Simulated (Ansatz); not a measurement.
**AlBrH2N (SMILES [NH2][Al][Br]) (doublet): density, localisation and related maps**

```yaml
atoms:
  - { symbol: N, position_ang: [-0.5130, 0.4228, -0.4180] }
  - { symbol: Al, position_ang: [0.0800, -1.1686, 0.0635] }
  - { symbol: Br, position_ang: [1.8860, -1.2072, 1.4558] }
  - { symbol: H, position_ang: [-0.1043, 1.2944, -0.1165] }
  - { symbol: H, position_ang: [-1.2989, 0.5851, -1.0262] }
```

Geometry: PBE0-D4/def2-TZVP.

The calculation used UKS PBE0-D4/def2-TZVPP in Ansatz 0.2.0.

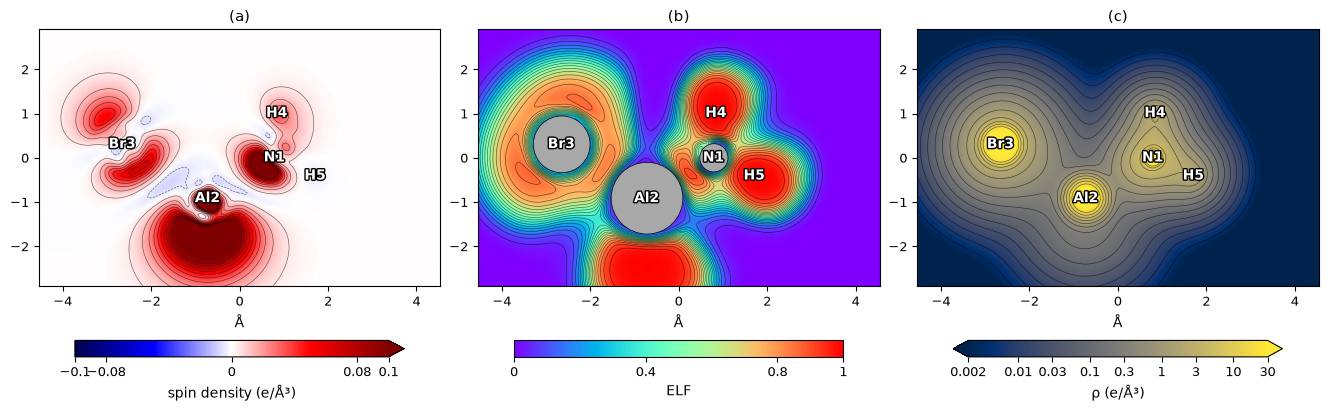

Figure 1. (a) spin density; (b) ELF; (c) total electron density on the molecular plane. Grey discs cover the atomic cores in the ELF map.

### Describe what can be read from this map.

- The section cuts through N, Al, Br and H sites.
- Al–N (1.77 Å): ρ is about 0.86 e/Å³ halfway; the ELF peaks at about 0.90 in the valence shell of N, 0.7 Å from its nucleus, and is about 0.60 at the midpoint.
- Al–Br (2.28 Å): ρ at the midpoint is about 0.63 e/Å³; the ELF peaks at about 0.80 in the valence shell of Br, 1.1 Å from its nucleus, and is about 0.80 at the midpoint.
- N–H (1.01 Å): ρ at the midpoint is about 2.9 e/Å³; the ELF climbs to about 1 towards the hydrogen, as it does in any bond to H (a covalent bond by its length).
- The ELF also peaks beside Br3, away from the bonds: non-bonding electrons, paired or unpaired.
- The unpaired spin (1 electron) lies mostly on Al2 (about 0.8) and Br3 (about 0.1), in electrons by Hirshfeld's partition.

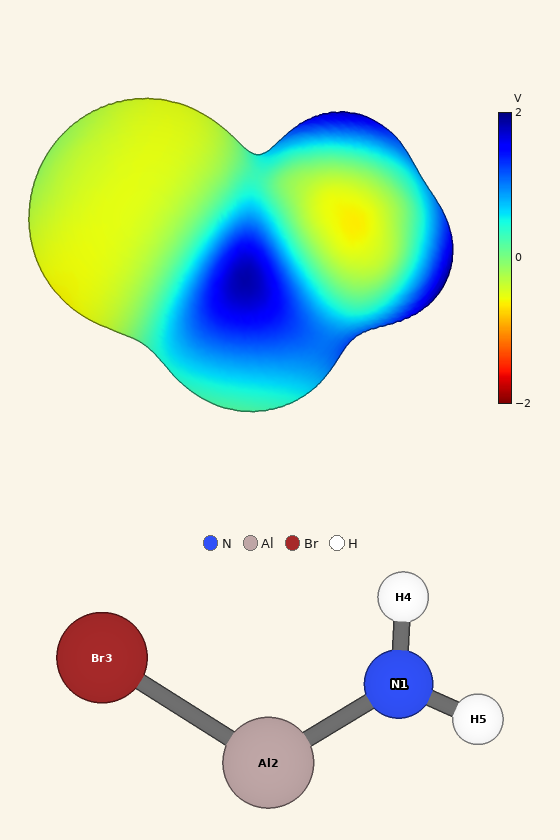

Figure 2. The molecular electrostatic potential painted on the density surface at 0.002 e/bohr³, seen across its widest extent; the colour scale runs from red (negative) to blue (positive). The bare structure is drawn below in the same view.

### Where is the surface potential most negative and most positive?

The most negative region (about −0.6 V, or −14 kcal/mol for a unit charge) lies over N1 and Br3, the most positive (about +1.9 V, or +44 kcal/mol for a unit charge) over Al2 and H5.

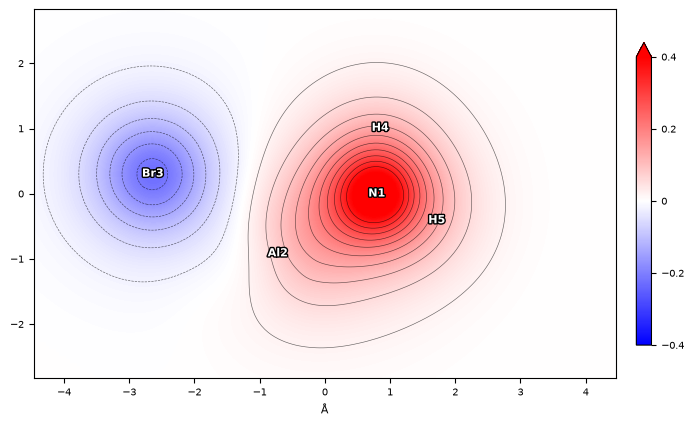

Figure 3. The HOMO−1 (α) on a plane 0.8 Å above the molecular plane (values in Å⁻³ᐟ²; the overall sign is arbitrary).

### What is the character of this orbital?

By Hirshfeld shares it lies mainly on N1 (about 65 %) and Br3 (about 10 %); it changes sign across the molecular plane (π type); π-antibonding (a node) across Al2–Br3. Its energy is −7.77 eV.
